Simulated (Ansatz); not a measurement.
Frequency calculation of SnH₅O

The run: frequency calculation of SnH₅O, multiplicity 2. Method and program: UHF/def2-mTZVP (Ansatz 0.2.0).

It belongs to a series of runs on one base structure; here: vibrations at the highest image of the band. Figures and captions count atoms from 1; the log counts them from 0 in places.

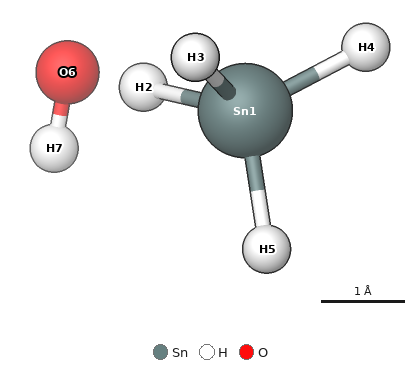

Figure 1. The structure (ball-and-stick view, seen at a tilt; atoms are numbered from 1 in the order of the input). Sticks mark near contacts.

### Summary

| quantity | value |
| --- | --- |
| outcome | converged |
| total energy | −7919.1912 eV |
| mean-field energy | −7919.1912 eV |
| ⟨S²⟩ | 0.806 |
| largest force (length of the vector) | 0.003 eV/Å |
| hardware | 1 thread of Arm Neoverse V2, 24 GiB of memory available, shared host |
| wall time | 59 s |
| peak memory | 0.15 GiB |

### Input file
```yaml
crystal:
  periodic: [false, false, false]
  atoms:
    - { symbol: Sn, position_ang: [-0.003728, -0.002447, 0.06333] }
    - { symbol: H, position_ang: [-0.003588, 0.028588, 1.912363] }
    - { symbol: H, position_ang: [1.611405, -0.023136, -0.490751] }
    - { symbol: H, position_ang: [-0.809842, 1.388301, -0.512605] }
    - { symbol: H, position_ang: [-0.818011, -1.408359, -0.472653] }
    - { symbol: O, position_ang: [-0.021046, 0.025412, 3.286661] }
    - { symbol: H, position_ang: [-0.467789, -0.809459, 3.402555] }
magnetization:
  spin_polarized: true
  initial_magnetization: 1
basis:
  gaussian: { orbitals: def2-mTZVP }
hamiltonian:
  xc: hf
phonons: {}
```

Launch command:
```bash
ansatz run input.yaml --threads 1 --pin off --max-ram 2048MiB --backend cpu --events-out ev --progress --plain --runs-dir out
```

### The program's output
```
Engine: ansatz 0.2.0, aarch64-unknown-linux-gnu
Functional definition: HF
  exchange = exact_x
  correlation = 0
900 factors; integrals over basis functions are off by at most 7.7e-4 eV
mean field evaluation 1: about -7915.2686 eV, gradient 2.6e1 eV
mean field evaluation 2: about -7915.2695 eV, gradient 2.6e1 eV
mean field evaluation 4: about -7918.7992 eV, gradient 3.3e0 eV
mean field evaluation 8: about -7919.1890 eV, gradient 2.5e-1 eV
mean field evaluation 16: about -7918.5668 eV, gradient 2.5e0 eV
mean field evaluation 32: about -7918.0460 eV, gradient 1.9e-1 eV
mean field evaluation 64: about -7917.9511 eV, gradient 3.0e0 eV
mean field -7919.19115943 eV, -291.0249072884 hartree, gradient 2.4e-5 eV, S^2 0.805520; 1 other end points of the search recorded, 0 dependent functions left out
the calculation of the forces begins
reference -7919.19115943 eV, -291.0249072884 hartree; 18, 17 occupied and 57, 58 virtual orbitals, 900 factors
these checks for a lower state are left out or cut short: stability, starts, cluster_reference, orbital_swaps, neighbouring_geometries, increment
900 factors; integrals over basis functions are off by at most 7.7e-4 eV
mean field -7919.19108794 eV, -291.0249046614 hartree, gradient 1.6e-6 eV, S^2 0.805528; 0 other end points of the search recorded, 0 dependent functions left out
[... from here on the field's lines of each further geometry are left out, up to the last ...]
the calculation of the forces begins
reference -7919.19114721 eV, -291.0249068393 hartree; 18, 17 occupied and 57, 58 virtual orbitals, 900 factors
these checks for a lower state are left out or cut short: stability, starts, cluster_reference, orbital_swaps, neighbouring_geometries, increment
900 factors; integrals over basis functions are off by at most 7.7e-4 eV
mean field evaluation 352: about -7919.1911 eV, gradient 1.8e-6 eV
mean field -7919.19114668 eV, -291.0249068200 hartree, gradient 1.5e-6 eV, S^2 0.805532; 0 other end points of the search recorded, 0 dependent functions left out
the calculation of the forces begins
reference -7919.19114668 eV, -291.0249068200 hartree; 18, 17 occupied and 57, 58 virtual orbitals, 900 factors
WARN: phonons: modes at or below zero, which the zero-point energy, F, S and C_V leave out: 1, the lowest at -2037.01 cm⁻¹. A minimum has none, and a first-order saddle one
Total energy: -7919.19115943 eV, -291.0249072884 hartree
Atom 0 at    -0.003728    -0.002447     0.063330 Å, force    -0.000194    -0.000787    -0.000480 eV/Å
Atom 1 at    -0.003588     0.028588     1.912363 Å, force    -0.000380    -0.000361    -0.000068 eV/Å
Atom 2 at     1.611405    -0.023136    -0.490751 Å, force    -0.000183     0.000270     0.000123 eV/Å
Atom 3 at    -0.809842     1.388301    -0.512605 Å, force     0.000165     0.000042     0.000145 eV/Å
Atom 4 at    -0.818011    -1.408359    -0.472653 Å, force     0.000274     0.000401     0.000026 eV/Å
Atom 5 at    -0.021046     0.025412     3.286661 Å, force     0.001890     0.002873     0.000133 eV/Å
Atom 6 at    -0.467789    -0.809459     3.402555 Å, force    -0.001571    -0.002436     0.000120 eV/Å
Dipole moment:    -0.138394    -0.262272    -0.131340 e Å
Vibrations: -2037.01 36.30 198.58 206.19 341.95 664.01 743.01 744.67 787.55 793.51 1204.09 2001.23 2012.15 2020.96 4055.30 cm⁻¹, zero-point energy 0.980064 eV
```

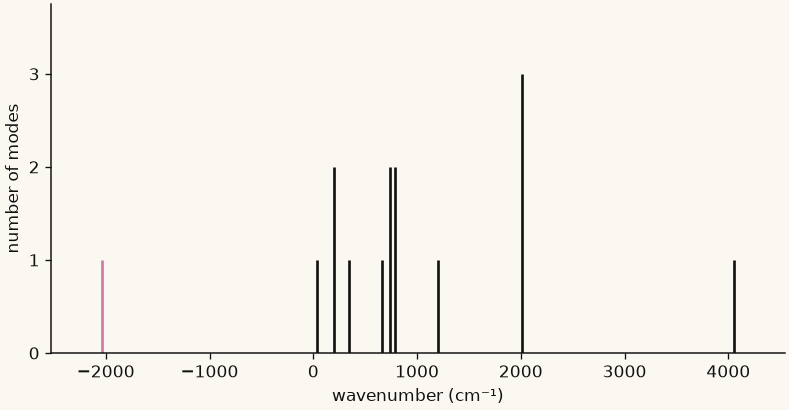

Figure 2. Harmonic vibrational wavenumbers from the force constants; neighbouring modes closer than 28 cm⁻¹ are counted in one stick, and imaginary ones are drawn at negative wavenumbers. 15 modes from 2037i to 4055 cm⁻¹, 1 imaginary beyond 8i (2037i cm⁻¹): a first-order saddle point, if the geometry is stationary.
